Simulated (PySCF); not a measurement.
Molecule: C2H4SSi, SMILES C#C[SiH2]S. Atoms near the plane z = 1.5 Å, at the B3LYP/def2-SVP optimised geometry (x, y, z in Å): C1 (1.4, 0.7, 0.0), C2 (0.2, 0.7, 0.0), Si3 (-1.7, 0.7, 0.0), H5 (2.5, 0.7, 0.0), H6 (-2.1, 0.5, 1.4).

Level of theory: PySCF 2.14.0 with B3LYP/def2-TZVP. The values are rescaled to run from 0 to 1.

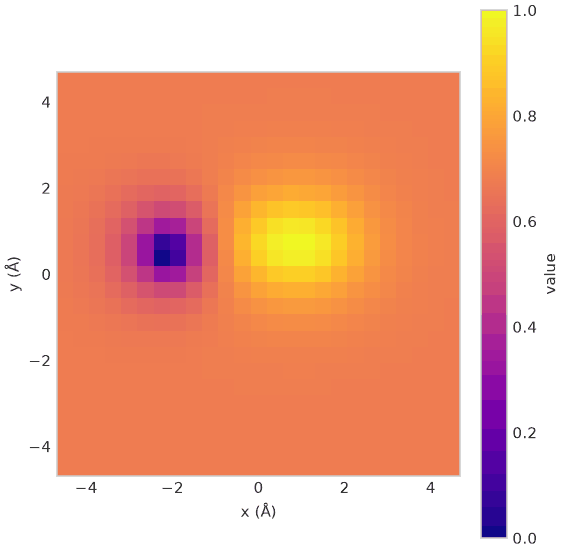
a field on the plane z = 1.5 Å.

Which quantity is mapped?
A) an orbital amplitude
B) electron localisation function
C) Laplacian of the electron density
D) deformation density (molecule minus spherical neutral atoms)

A, an orbital amplitude. In full: HOMO−1 amplitude (bohr^(-3/2)).
